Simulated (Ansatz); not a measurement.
Terminations of the (101) face of orthorhombic SnSe against the chemical potential of Se. Δμ(Se) runs from -0.92 eV (Sn-rich) to 0 (Se-rich), a span set by the bulk's formation energy; reservoirs: trigonal Se, beta tin. Values are surface energies in J/m², without vibrational terms. Labels give the top and bottom planes; other terminations than these are not in the comparison.

All values below come from PBE with D3(BJ) dispersion (plane waves to 420 eV, PAW; Ansatz, a program for electronic structure).

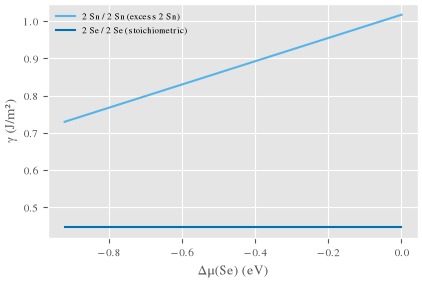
Surface energy of each termination

### Question
Which termination is lowest at each limit, and at what surface energy?

### Answer
Sn-rich: 2 Se / 2 Se (stoichiometric), 0.45 J/m²; Se-rich: 2 Se / 2 Se (stoichiometric), 0.45 J/m².
